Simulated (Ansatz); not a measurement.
## Electronic structure of CH8N2Si3 in real space

The calculation's input:

```
crystal:
  periodic: [false, false, false]
  atoms:
    - {symbol: C, position_ang: [0.887603, 0.220911, -2.471762]}
    - {symbol: N, position_ang: [1.268311, -0.386695, -3.392159]}
    - {symbol: N, position_ang: [-1.396109, 1.663182, -1.113523]}
    - {symbol: Si, position_ang: [0.230212, 1.117795, -0.954947]}
    - {symbol: Si, position_ang: [0.445640, -0.443768, 0.780601]}
    - {symbol: Si, position_ang: [2.540645, -1.492596, 0.628621]}
    - {symbol: H, position_ang: [1.125235, 2.298376, -0.803903]}
    - {symbol: H, position_ang: [-2.156044, 0.990178, -1.079509]}
    - {symbol: H, position_ang: [-1.617250, 2.423142, -1.751557]}
    - {symbol: H, position_ang: [-0.652490, -1.452680, 0.632492]}
    - {symbol: H, position_ang: [0.276305, 0.252318, 2.094826]}
    - {symbol: H, position_ang: [3.613414, -0.452097, 0.619478]}
    - {symbol: H, position_ang: [2.608783, -2.284576, -0.633955]}
    - {symbol: H, position_ang: [2.752949, -2.397166, 1.799017]}
basis:
  gaussian:
    orbitals: def2-SVPD
hamiltonian:
  xc: {name: PBE0}
magnetization:
  spin_polarized: false
  initial_magnetization: 0
output: {forces: true, orbitals: {seedname: orbitals}}
```

Launched as:

```sh
ansatz run input.yaml --threads 2 --pin off --max-ram 5220MiB --events-out events.jsonl --progress --plain --runs-dir runs
```

Geometry: r2SCAN-D4/def2-SVP.

These are results of isolated molecule in a Gaussian basis; Kohn-Sham density functional theory, functional PBE0 (Ansatz), not measurements.

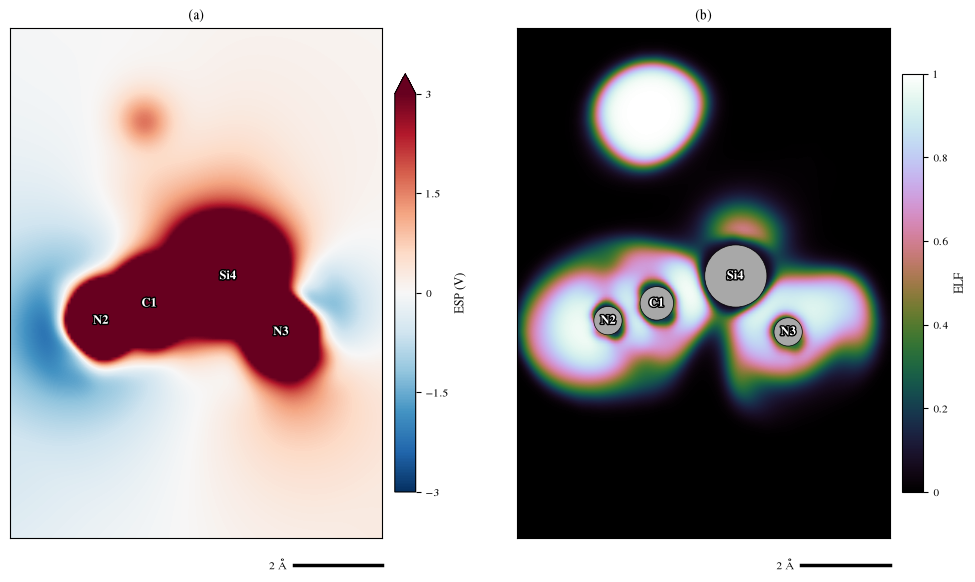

Figure 1. (a) electrostatic potential; (b) electron localisation function on the plane of atoms C1, Si4 and N3. Grey discs cover the atomic cores in the ELF map.

Describe what can be read from this map.

- The section cuts through C, N and Si sites.
- C–N (1.17 Å): the ELF peaks at about 0.85 between the atoms; a short, multiple covalent bond.
- Si–N (1.72 Å): the ELF peaks at about 0.90 between the atoms; a shared but strongly polarised pair.
- C–Si (1.88 Å): the ELF peaks at about 1 between the atoms (localised, covalent bonding).
- The ELF also peaks beside N2 and N3, away from the bonds: lone-pair regions.
- Outside the dense part of the molecule the potential is most negative (−2.2 V) near N2.

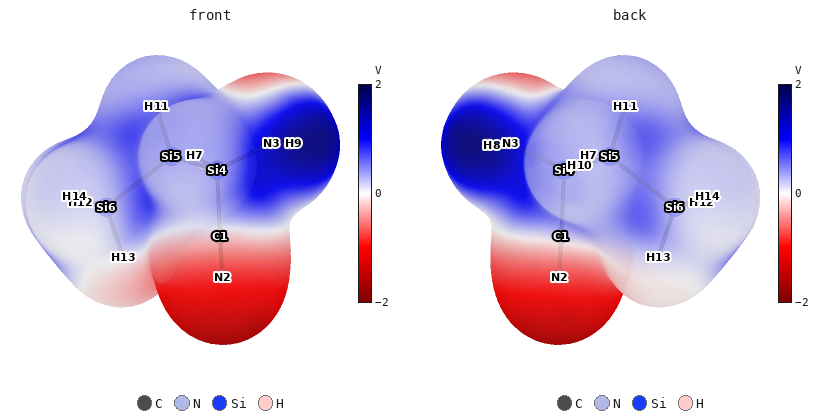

Figure 2. The electrostatic potential painted on the density surface at 0.001 e/bohr³, seen from the front and from behind; red is negative and blue positive.

Describe the electrostatic potential map.

The most negative region (about −1.6 V) lies over N2, the most positive (about +1.7 V) over H8 and H9. N2 is the likeliest acceptor of a hydrogen bond.

How polar is the molecule by this calculation?

Its dipole moment is 3.47 D.

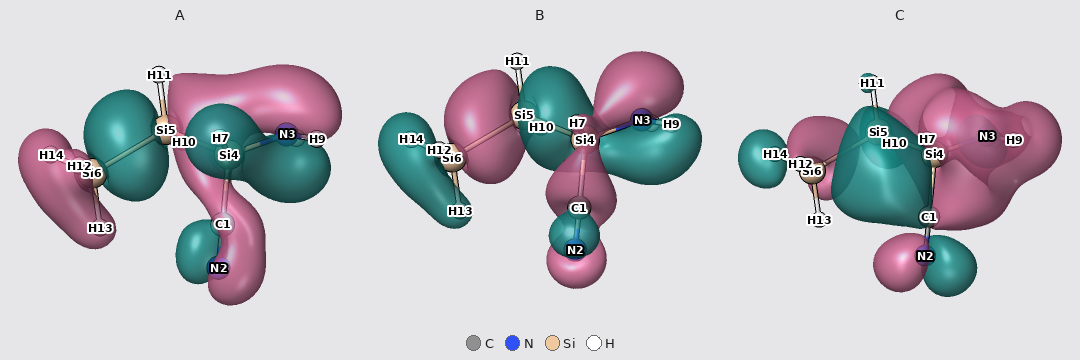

Figure 3. Three frontier orbitals at ±0.05 Å⁻³ᐟ² (teal and pink are the two phases), in no order.

Order the three orbitals by energy and name them.

A is the HOMO−1 (−8.52 eV). Its weight (Hirshfeld) is mainly on N3 (about 35 %), Si5 (about 15 %), Si4 (about 15 %) and Si6 (about 10 %). B is the HOMO (−8.12 eV). Its weight (Hirshfeld) is mainly on N3 (about 35 %), Si5 (about 20 %), Si4 (about 15 %) and Si6 (about 10 %). C is the LUMO (−1.07 eV). By Hirshfeld shares it lies mainly on Si4 (about 25 %), N2 (about 15 %), C1 (about 15 %), Si5 (about 10 %), Si6 (about 10 %) and N3 (about 5 %).

What is the HOMO–LUMO gap?

7.05 eV between the orbital energies.
